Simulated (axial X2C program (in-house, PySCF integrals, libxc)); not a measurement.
**SnB: bond curves with and without spin–orbit coupling**

Aim: find the lowest determinant of SnB, scan the bond at several levels and fit the constants, once spin-free and once with spin–orbit coupling.

Method: all-electron X2C, Sn dyall-cv3z, B dyall-v3z; program: an in-house X2C program for linear molecules on PySCF integrals.

All values are calculated.

### 1 The job

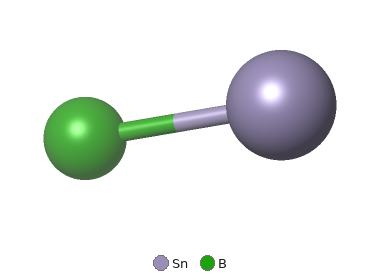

The two atoms at 2.250 Å (tin purple, boron green).

Input file task.json:

```json
{
 "zs": [
  50,
  5
 ],
 "q": 0,
 "bas": [
  "dyall-cv3z",
  "dyall-v3z"
 ],
 "levels": [
  "PBE0",
  "HF",
  "B3LYP"
 ],
 "cc": true,
 "r0": 2.25,
 "thr": -1.0,
 "nmax": 90,
 "npts": 10,
 "nst": 2,
 "ntry": 6
}
```

Keys: zs atomic numbers; q charge; bas basis sets; levels methods (HF also brings MP2); cc coupled cluster on or off; r0 starting distance in Å; thr threshold in hartree for freezing inner shells (an s shell follows its p shell); nmax most natural virtual spinors; npts points asked for on the curve; nst determinants followed; ntry starts of the search.

The run is started by

```bash
$ python so2c.py task.json out
```

Spin-free means the one-electron spin-free X2C Hamiltonian; two-component (2c) means X2C with spin–orbit coupling and atomic mean-field two-electron Coulomb and Gaunt terms. Basis: Sn dyall-cv3z contracted to [11s12p9d4f1g], B dyall-v3z contracted to [7s6p2d1f]; Gaussian nuclei, density fitting. Masses: Sn 119.902 u, B 11.009 u.

Notation: σ, π±, δ± give the projection m of an orbital's angular momentum (0, ±1, ±2), α and β its spin, Λ and M_S the sums; ω is the projection of a spinor's total angular momentum and Ω the sum. Logs are in hartree.

The results follow Hamiltonian by Hamiltonian and level by level.

### 2 Search for the lowest determinant

PBE0 moves the distance from 2.250 Å to 2.178 Å and compares determinants there.

Spin-free determinants:

```json
{"ΔE (eV)": "0.00", "state": "M_S = 3/2, Λ = 0", "open shells": "beyond closed shells: σα, π+α, π-α"}
{"ΔE (eV)": "0.32", "state": "M_S = 1/2, Λ = 0", "open shells": "beyond closed shells: σβ, π+α, π-α"}
{"ΔE (eV)": "0.75", "state": "M_S = 1/2, Λ = 2", "open shells": "beyond closed shells: σα, π+α, π+β"}
{"ΔE (eV)": "0.75", "state": "M_S = 1/2, Λ = 0", "open shells": "beyond closed shells: σα, π+β, π-α"}
{"ΔE (eV)": "1.18", "state": "M_S = 1/2, Λ = 1", "open shells": "beyond closed shells: π+α, π+β, π-α"}
{"ΔE (eV)": "1.56", "state": "M_S = 1/2, Λ = 1", "open shells": "beyond closed shells: π+α"}
{"ΔE (eV)": "2.45", "state": "M_S = 3/2, Λ = 1", "open shells": "beyond closed shells: 2 × π+α, π-α"}
```

Two-component determinants:

```
ΔE (eV)    state                                  open shells
   0.00  Ω = 3/2                excess of +ω over −ω: ω = 3/2
   0.34  Ω = 1/2  excess of +ω over −ω: 2 × ω = -1/2, ω = 3/2
   0.59  Ω = 1/2                excess of +ω over −ω: ω = 1/2
   0.75  Ω = 5/2   excess of +ω over −ω: 2 × ω = 1/2, ω = 3/2
   0.91  Ω = 1/2                excess of +ω over −ω: ω = 1/2
   2.53  Ω = 5/2  excess of +ω over −ω: ω = -1/2, 2 × ω = 3/2
   2.62  Ω = 7/2   excess of +ω over −ω: ω = 1/2, 2 × ω = 3/2
```

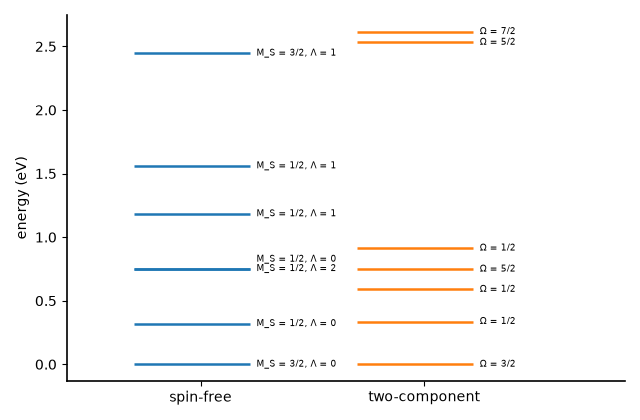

The determinants found, each set from its own lowest.

### 3 PBE0, spin-free

State followed: M_S = 3/2, Λ = 0 (beyond closed shells: σα, π+α, π-α). The scan is laid around 2.178 Å, a first estimate of the minimum, and this SCF restarts from the orbitals of the search.

The SCF at the reference distance of 2.178 Å:

```text
spin-free X2C-1e  PBE0
basis functions 171  fitting functions 915  grid points 5078
iter        total energy     max residual
   1      -6200.943115340     9.56e-05
   2      -6200.943115438     8.53e-05
   3      -6200.943115518     1.65e-05
   4      -6200.943115520     1.01e-05
converged
one-electron -8645.40781028  Coulomb 2554.01936082  exact exchange -41.93870171  xc functional -128.35715017  nuclear repulsion 60.74118583
```

Along the bond, energies from the lowest point:

```
R (Å)  E (eV)  μ (D)  HOMO (eV)  LUMO (eV)  iterations
1.895  0.6954  -1.11      -6.06      -3.34          30
1.982  0.2887  -1.23      -6.12      -3.23          24
2.047  0.1145  -1.31      -6.16      -3.15          24
2.113  0.0247  -1.37      -6.19      -3.09          21
2.178  0.0000  -1.42      -6.08      -3.02           4
2.254  0.0325  -1.46      -5.95      -2.96          21
2.330  0.1122  -1.47      -5.85      -2.90          19
2.429  0.2605  -1.45      -5.72      -2.83          19
2.548  0.4815  -1.36      -5.59      -2.75          18
2.723  0.8321  -1.16      -5.43      -2.81          20
```

Dipoles are positive if B is the positive end.

Outer orbitals at the reference distance:

| symmetry | occupied | ε (eV) | atomic character |
| --- | --- | --- | --- |
| δ-α | yes | -28.59 | 100% Sn d |
| δ+α | yes | -28.59 | 100% Sn d |
| σα | yes | -28.53 | 99% Sn d |
| π+α | yes | -28.48 | 100% Sn d |
| π-α | yes | -28.48 | 100% Sn d |
| δ+β | yes | -28.45 | 100% Sn d |
| δ-β | yes | -28.45 | 100% Sn d |
| σβ | yes | -28.39 | 99% Sn d |
| π+β | yes | -28.33 | 100% Sn d |
| π-β | yes | -28.33 | 100% Sn d |
| σα | yes | -14.43 | 46% Sn s, 35% B s, 10% B p |
| σβ | yes | -12.61 | 53% Sn s, 29% B s, 12% B p |
| σα | yes | -10.01 | 34% B s, 26% Sn s, 21% Sn p |
| σβ | yes | -8.06 | 35% Sn p, 31% B s, 24% Sn s |
| σα | yes | -6.21 | 53% B p, 32% Sn p, 8% Sn s |
| π+α | yes | -6.08 | 51% Sn p, 44% B p |
| π-α | yes | -6.08 | 51% Sn p, 44% B p |
| π+β | no | -3.02 | 64% Sn p, 33% B p |
| π-β | no | -3.02 | 64% Sn p, 33% B p |
| σβ | no | -2.36 | 52% B p, 23% Sn p, 16% B s |
| π-α | no | -1.88 | 44% B p, 41% Sn p, 10% Sn d |

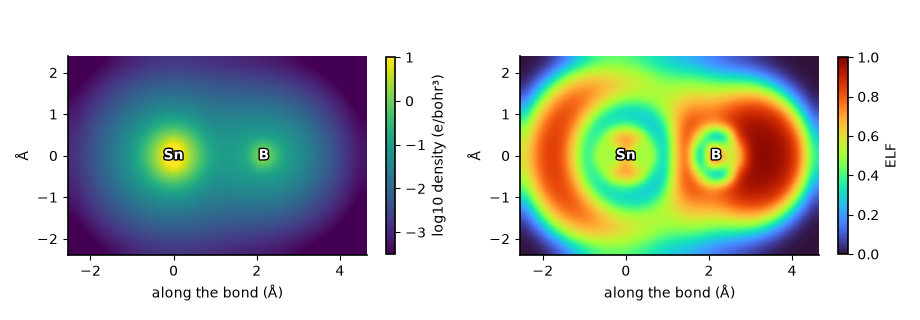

PBE0 fields in a plane through the axis, from a grid of 0.3 Å; Sn lies at z = 0 and B at z = 2.178 Å; the ELF is damped to zero where the density is low.

Re = 2.175 Å, ωe = 560 cm⁻¹, ωexe = 3.62 cm⁻¹, Be = 0.3534 cm⁻¹, De = 2.77 eV, μ = -1.42 D.

### 4 HF, spin-free

Output at 2.178 Å:

```text
spin-free X2C-1e  HF
basis functions 171  fitting functions 915  grid points 5078
iter        total energy     max residual
   1      -6198.402070497     3.31e-01
   2      -6198.425242950     7.66e-03
   3      -6198.426719657     1.48e-02
   4      -6198.427103053     5.30e-03
   5      -6198.427229738     1.22e-03
   6      -6198.427275647     2.06e-03
   7      -6198.427293229     7.77e-04
   8      -6198.427301523     3.14e-04
   9      -6198.427305086     4.87e-04
  10      -6198.427306441     2.00e-04
  11      -6198.427306828     6.09e-05
  12      -6198.427306917     5.27e-05
  13      -6198.427306935     1.84e-05
  14      -6198.427306938     3.72e-06
  15      -6198.427306938     2.56e-06
converged
one-electron -8644.58897132  Coulomb 2553.25443028  exact exchange -167.83395173  xc functional 0.00000000  nuclear repulsion 60.74118583
```

Re = 2.150 Å, ωe = 578 cm⁻¹, ωexe = 8.25 cm⁻¹, Be = 0.3617 cm⁻¹, De = 1.49 eV, μ = -0.85 D.

### 5 B3LYP, spin-free

The SCF at the reference distance of 2.178 Å:

```text
spin-free X2C-1e  B3LYP
basis functions 171  fitting functions 915  grid points 5078
iter        total energy     max residual
   1      -6201.395601134     9.69e-02
   2      -6201.397105814     3.77e-03
   3      -6201.397218380     6.16e-03
   4      -6201.397237857     1.37e-03
   5      -6201.397243316     1.24e-03
   6      -6201.397244444     2.82e-04
   7      -6201.397244513     8.32e-05
   8      -6201.397244530     4.05e-05
   9      -6201.397244531     8.54e-06
converged
one-electron -8645.34402094  Coulomb 2553.94788326  exact exchange -33.54726121  xc functional -137.19503146  nuclear repulsion 60.74118583
```

Re = 2.196 Å, ωe = 535 cm⁻¹, ωexe = 3.57 cm⁻¹, Be = 0.3467 cm⁻¹, De = 2.55 eV, μ = -1.48 D.

### 6 MP2 and beyond, spin-free

Correlated methods: 7 electrons correlated (frozen shells, counted by type: Sn 4 s, 3 p, 2 d; B 1 s), 237 virtual spinors in MP2, 89 natural virtuals in coupled cluster.

Output of the correlated part at 2.178 Å:

```text
correlated 7  virtual 237  natural virtual 89  E(MP2) -0.124429912  MP2 remainder -0.002862395
iter   CCSD correlation   residual
   1     -0.137163534   1.27e-01
   2     -0.144397385   5.57e-02
   3     -0.145578443   2.40e-02
   4     -0.146146339   1.34e-02
   5     -0.146373706   6.03e-03
   6     -0.146387429   2.48e-03
   7     -0.146420851   1.09e-03
   8     -0.146423511   4.28e-04
   9     -0.146423742   1.61e-04
  10     -0.146424424   4.83e-05
  11     -0.146424891   2.01e-05
  12     -0.146425034   8.11e-06
  13     -0.146425071   3.47e-06
  14     -0.146425077   1.66e-06
(T) -0.009213357  T1 0.0473  D1 0.0998  max T2 0.104
```

T1 in the output is the amplitude norm over the root of the electron number; divide by √2 for the Lee–Taylor value.

MP2: Re = 2.185 Å, ωe = 603 cm⁻¹, Be = 0.3503 cm⁻¹, De = 2.43 eV.

CCSD: Re = 2.203 Å, ωe = 536 cm⁻¹, ωexe = 3.02 cm⁻¹, Be = 0.3446 cm⁻¹, De = 2.22 eV. T1 at Re = 0.033 (Lee–Taylor, the printed value over √2).

CCSD(T): Re = 2.214 Å, ωe = 533 cm⁻¹, ωexe = 2.67 cm⁻¹, Be = 0.3412 cm⁻¹, De = 2.39 eV. T1 at Re = 0.034 (Lee–Taylor, the printed value over √2).

### 7 A higher determinant, spin-free

State: M_S = 1/2, Λ = 0 (beyond closed shells: σβ, π+α, π-α).

Output at the reference distance:

```text
spin-free X2C-1e  PBE0
basis functions 171  fitting functions 915  grid points 5078
iter        total energy     max residual
   1      -6200.931369335     4.37e-05
   2      -6200.931369367     1.98e-05
   3      -6200.931369375     1.41e-05
converged
one-electron -8645.33107120  Coulomb 2553.94140822  exact exchange -41.93496631  xc functional -128.34792591  nuclear repulsion 60.74118583
```

```
R (Å)  E above the lowest PBE0 point (eV)
1.895                               1.050
1.982                               0.632
2.047                               0.450
2.113                               0.352
2.178                               0.320
2.254                               0.345
2.330                               0.419
2.429                               0.563
2.548                               0.782
```

Re = 2.184 Å, ωe = 555 cm⁻¹, ωexe = 3.37 cm⁻¹, Be = 0.3505 cm⁻¹, μ = -1.41 D. ⟨S²⟩ = 1.77 against 0.75 for a pure state, so this determinant mixes spins. Te = 0.32 eV.

### 8 The spin-free curves together

Energy (eV) of the followed determinant, spin-free, from each level's lowest point:

```
R (Å)   PBE0     HF    MP2   CCSD  CCSD(T)  B3LYP
1.895  0.695  0.632  0.792    n/a      n/a  0.756
1.982  0.289  0.233  0.345  0.360    0.389  0.333
2.047  0.114  0.074  0.146  0.159    0.178  0.144
2.113  0.025  0.005  0.037  0.046    0.055  0.040
2.178  0.000  0.000  0.000  0.000    0.000  0.000
2.254  0.032  0.050  0.030  0.010    0.001  0.015
2.330  0.112  0.136  0.123  0.069    0.055  0.077
2.429  0.261  0.271  0.308  0.196    0.177  0.205
2.548  0.482  0.445  0.588    n/a      n/a  0.401
2.723  0.832  0.683  1.018    n/a      n/a  0.720
```

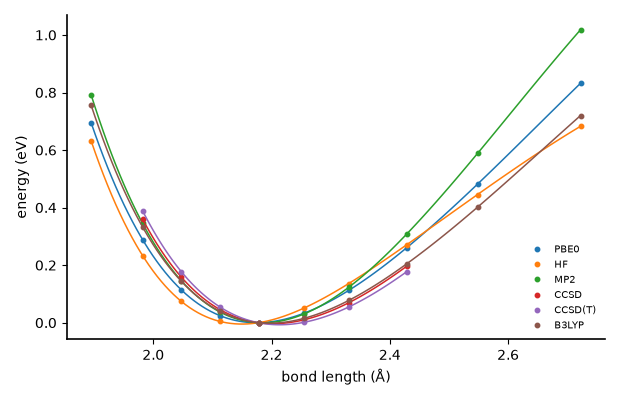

Curves of the followed state, spin-free, each from its own lowest point.

### 9 PBE0, 2c

State followed: Ω = 3/2 (excess of +ω over −ω: ω = 3/2). The scan is laid around 2.178 Å, a first estimate of the minimum, and this SCF restarts from the orbitals of the search.

Output at 2.178 Å:

```text
two-component X2C + atomic mean field  PBE0
basis functions 171  fitting functions 915  grid points 5078
iter        total energy     max residual
   1      -6198.344092661     8.39e-05
   2      -6198.344092675     5.52e-05
   3      -6198.344092687     2.46e-05
   4      -6198.344092689     2.37e-05
   5      -6198.344092690     3.21e-06
converged
one-electron -8637.97682168  Coulomb 2552.60902319  exact exchange -41.91350138  xc functional -128.28398968  nuclear repulsion 60.74118583  atomic mean-field constant -3.51998896
```

Along the bond, energies from the lowest point:

```
R (Å)  E (eV)  μ (D)  HOMO (eV)  LUMO (eV)  iterations
1.895  0.6849  -1.12      -6.08      -3.42          36
1.982  0.2848  -1.24      -6.13      -3.31          27
2.047  0.1130  -1.32      -6.17      -3.24          29
2.113  0.0243  -1.38      -6.11      -3.17          23
2.178  0.0000  -1.43      -5.99      -3.11           5
2.254  0.0321  -1.47      -5.87      -3.05          23
2.330  0.1109  -1.48      -5.76      -2.99          19
2.429  0.2573  -1.46      -5.63      -2.92          20
2.548  0.4751  -1.39      -5.50      -2.84          19
2.723  0.8199  -1.20      -5.32      -2.81          21
```

Dipoles are positive if B is the positive end.

Outer spinors at the reference distance:

```
   ω  occupied  ε (eV)             atomic character     λ mixture
-3/2       yes  -29.15                    100% Sn d  86% δ, 14% π
 3/2       yes  -29.06                    100% Sn d  79% δ, 21% π
-1/2       yes  -29.05                    100% Sn d  64% π, 36% σ
 1/2       yes  -29.02                    100% Sn d  51% π, 49% σ
 5/2       yes  -28.18                    100% Sn d        100% δ
 3/2       yes  -28.06                    100% Sn d  79% π, 21% δ
-5/2       yes  -28.04                    100% Sn d        100% δ
 1/2       yes  -28.03                     99% Sn d  51% σ, 49% π
-1/2       yes  -28.02                     99% Sn d  64% σ, 36% π
-3/2       yes  -27.97                    100% Sn d  86% π, 14% δ
 1/2       yes  -14.42   46% Sn s, 35% B s, 10% B p        100% σ
-1/2       yes  -12.62   52% Sn s, 29% B s, 12% B p        100% σ
 1/2       yes  -10.00  34% B s, 26% Sn s, 21% Sn p        100% σ
-1/2       yes   -8.07  35% Sn p, 31% B s, 24% Sn s        100% σ
 1/2       yes   -6.21   53% B p, 32% Sn p, 8% Sn s   99% σ, 1% π
-1/2       yes   -6.15            54% Sn p, 42% B p        100% π
 3/2       yes   -5.99   48% Sn p, 48% B p, 2% Sn d        100% π
 1/2        no   -3.11    65% Sn p, 32% B p, 2% B d   99% π, 1% σ
-3/2        no   -2.93            62% Sn p, 35% B p        100% π
-1/2        no   -2.37   53% B p, 22% Sn p, 16% B s   98% σ, 2% π
-1/2        no   -1.91  46% B p, 39% Sn p, 10% Sn d   98% π, 2% σ
```

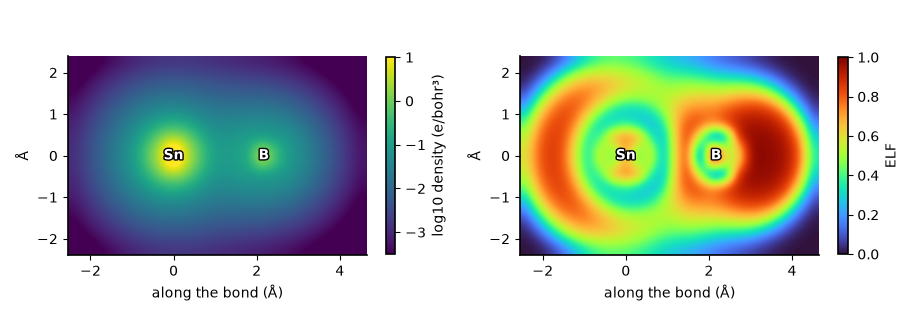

PBE0 fields in a plane through the axis, from a grid of 0.3 Å; Sn lies at z = 0 and B at z = 2.178 Å; the ELF is damped to zero where the density is low.

Re = 2.175 Å, ωe = 556 cm⁻¹, ωexe = 3.67 cm⁻¹, Be = 0.3534 cm⁻¹, De = 2.75 eV, μ = -1.43 D.

### 10 HF, 2c

The SCF at the reference distance of 2.178 Å:

```text
two-component X2C + atomic mean field  HF
basis functions 171  fitting functions 915  grid points 5078
iter        total energy     max residual
   1      -6195.800607158     3.76e-01
   2      -6195.823907018     7.35e-03
   3      -6195.825489149     1.75e-02
   4      -6195.825962197     7.02e-03
   5      -6195.826153034     1.49e-03
   6      -6195.826248274     3.57e-03
   7      -6195.826303153     2.00e-03
   8      -6195.826341354     6.61e-04
   9      -6195.826364416     1.19e-03
  10      -6195.826375892     8.44e-04
  11      -6195.826380937     2.10e-04
  12      -6195.826383487     2.72e-04
  13      -6195.826385092     3.12e-04
  14      -6195.826386137     1.37e-04
  15      -6195.826386750     8.34e-05
  16      -6195.826387104     1.08e-04
  17      -6195.826387325     8.21e-05
  18      -6195.826387485     5.52e-05
  19      -6195.826387606     4.19e-05
  20      -6195.826387678     4.76e-05
  21      -6195.826387704     2.07e-05
  22      -6195.826387710     5.69e-06
  23      -6195.826387711     3.58e-06
  24      -6195.826387712     2.51e-06
converged
one-electron -8637.16453285  Coulomb 2551.85372608  exact exchange -167.73677780  xc functional 0.00000000  nuclear repulsion 60.74118583  atomic mean-field constant -3.51998896
```

No constants are quoted: the solution changes its character somewhere along the scan, so the fit is set aside.

### 11 B3LYP, 2c

The SCF at the reference distance of 2.178 Å:

```text
two-component X2C + atomic mean field  B3LYP
basis functions 171  fitting functions 915  grid points 5078
iter        total energy     max residual
   1      -6198.797083133     9.70e-02
   2      -6198.798616615     3.63e-03
   3      -6198.798728967     6.06e-03
   4      -6198.798755665     1.73e-03
   5      -6198.798764368     1.51e-03
   6      -6198.798766731     6.04e-04
   7      -6198.798767166     1.73e-04
   8      -6198.798767319     2.56e-04
   9      -6198.798767360     2.01e-05
  10      -6198.798767365     2.03e-05
  11      -6198.798767365     3.31e-06
converged
one-electron -8637.91715113  Coulomb 2552.54114604  exact exchange -33.52692761  xc functional -137.11703153  nuclear repulsion 60.74118583  atomic mean-field constant -3.51998896
```

Re = 2.196 Å, ωe = 530 cm⁻¹, ωexe = 3.64 cm⁻¹, Be = 0.3468 cm⁻¹, De = 2.46 eV, μ = -1.49 D.

### 12 Correlated methods, 2c

Correlated methods: 7 electrons correlated (frozen shells, counted by type: Sn 4 s, 3 p, 2 d; B 1 s), 237 virtual spinors in MP2, 90 natural virtuals in coupled cluster.

Output of the correlated part at 2.178 Å:

```text
correlated 7  virtual 237  natural virtual 90  E(MP2) -0.123179087  MP2 remainder -0.002772028
iter   CCSD correlation   residual
   1     -0.136179095   1.27e-01
   2     -0.143539938   5.76e-02
   3     -0.144838220   2.63e-02
   4     -0.145564784   1.55e-02
   5     -0.145862706   7.26e-03
   6     -0.145891015   3.32e-03
   7     -0.145939444   1.94e-03
   8     -0.145943304   1.25e-03
   9     -0.145944598   8.62e-04
  10     -0.145945926   5.13e-04
  11     -0.145951471   2.55e-04
  12     -0.145951576   1.16e-04
  13     -0.145952266   6.44e-05
  14     -0.145952446   4.08e-05
  15     -0.145952916   2.59e-05
  16     -0.145953202   1.50e-05
  17     -0.145953348   8.62e-06
  18     -0.145953345   4.98e-06
(T) -0.009111133  T1 0.0554  D1 0.1085  max T2 0.103
```

MP2: No constants are quoted: the reference changes its character somewhere along the scan, so the fit is set aside.

CCSD: No constants are quoted: the reference changes its character somewhere along the scan, so the fit is set aside.

CCSD(T): No constants are quoted: the reference changes its character somewhere along the scan, so the fit is set aside.

### 13 A higher determinant, 2c

State: Ω = 1/2 (excess of +ω over −ω: 2 × ω = -1/2, ω = 3/2).

Output at the reference distance:

```text
two-component X2C + atomic mean field  PBE0
basis functions 171  fitting functions 915  grid points 5078
iter        total energy     max residual
   1      -6198.331725151     9.65e-05
   2      -6198.331725156     2.15e-05
   3      -6198.331725164     9.38e-06
converged
one-electron -8637.88395265  Coulomb 2552.51633465  exact exchange -41.91005409  xc functional -128.27524993  nuclear repulsion 60.74118583  atomic mean-field constant -3.51998896
```

```
R (Å)  E above the lowest PBE0 point (eV)
1.895                               1.069
1.982                               0.651
2.047                               0.468
2.113                               0.369
2.178                               0.337
2.254                               0.361
2.330                               0.434
2.429                               0.577
2.548                               0.793
```

Re = 2.185 Å, ωe = 553 cm⁻¹, ωexe = 3.4 cm⁻¹, Be = 0.3502 cm⁻¹, μ = -1.42 D. Te = 0.34 eV.

### 14 The 2c curves together

Energy (eV) of the followed determinant, 2c, from each level's lowest point:

```
R (Å)   PBE0  HF (jumps)  MP2 (its reference jumps)  CCSD (its reference jumps)  CCSD(T) (its reference jumps)  B3LYP
1.895  0.685       0.638                      0.771                         n/a                            n/a  0.736
1.982  0.285       0.241                      0.329                       0.356                          0.382  0.325
2.047  0.113       0.081                      0.134                       0.157                          0.174  0.141
2.113  0.024       0.009                      0.030                       0.045                          0.053  0.039
2.178  0.000       0.000                      0.000                       0.000                          0.000  0.000
2.254  0.032       0.044                      0.037                       0.010                          0.003  0.015
2.330  0.111       0.125                      0.127                       0.070                          0.058  0.076
2.429  0.257       0.258                      0.299                       0.195                          0.180  0.201
2.548  0.475       0.434                      0.584                         n/a                            n/a  0.394
2.723  0.820       0.673                      1.010                         n/a                            n/a  0.705
```

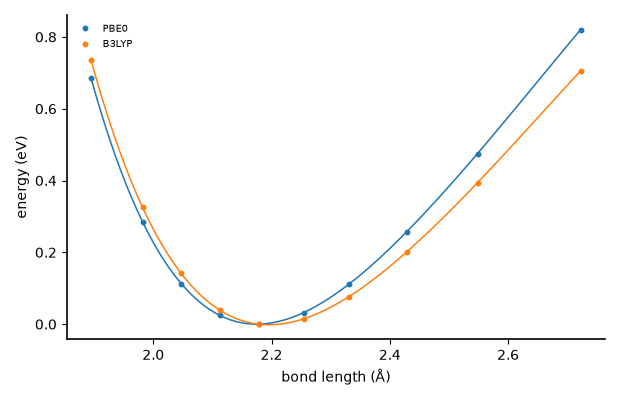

Curves of the followed state, 2c, each from its own lowest point. Left out: HF, MP2, CCSD, CCSD(T).

The whole job took 2 min on 1 thread of Arm Neoverse V2, shared host; peak memory 0.49 GiB.

### 15 Constants

Lowest determinant that the search found at its distance, spin-free: M_S = 3/2, Λ = 0 (beyond closed shells: σα, π+α, π-α).

Lowest determinant that the search found at its distance, 2c: Ω = 3/2 (excess of +ω over −ω: ω = 3/2).

```tsv
Hamiltonian	level	Re (Å)	ωe (cm⁻¹)	De (eV)	μ (D)
spin-free	PBE0	2.175	560	2.77	-1.42
spin-free	HF	2.150	578	1.49	-0.85
spin-free	MP2	2.185	603	2.43	n/a
spin-free	CCSD	2.203	536	2.22	n/a
spin-free	CCSD(T)	2.214	533	2.39	n/a
spin-free	B3LYP	2.196	535	2.55	-1.48
2c	PBE0	2.175	556	2.75	-1.43
2c	B3LYP	2.196	530	2.46	-1.49
```

Dipoles are positive if B is the positive end. No constants: 2c HF (the solution changes its character somewhere along the scan, so the fit is set aside); 2c MP2 (the reference changes its character somewhere along the scan, so the fit is set aside); 2c CCSD (the reference changes its character somewhere along the scan, so the fit is set aside); 2c CCSD(T) (the reference changes its character somewhere along the scan, so the fit is set aside).

Time per point (s) on 1 thread of Arm Neoverse V2, shared host (2c runs); the times are rough: PBE0 1, B3LYP 1.1.

**Reading.** At PBE0, going from spin-free to two-component changes Re by 0 mÅ, ωe by -0.6 %; the spin-free picture holds up (part of it comes from the scalar share of the two-electron terms). It costs about 1.5 times the time. De moves by -0.03 eV; both De rest on single-determinant atoms, which can miss part of an open shell's spin–orbit lowering.

De refers to Sn + B, each in the lowest determinant found, which need not be this curve's own limit. The state is a single determinant with fixed occupations, the lowest that a limited PBE0 search found. De is counted from the lowest determinant-based energies of the atoms at the same level, without counterpoise correction. Density functionals use the spin component along the axis (collinear). Coupled cluster ran in a truncated set of natural virtual spinors; the MP2 energy of the rest was added. With several unpaired electrons one determinant need not be a pure state. With the outer-core shells frozen, correlated bond lengths of heavy atoms tend to come out a few hundredths of an ångström too long. T1 at Re is 0.034 (Lee–Taylor), above the customary mark of 0.02.
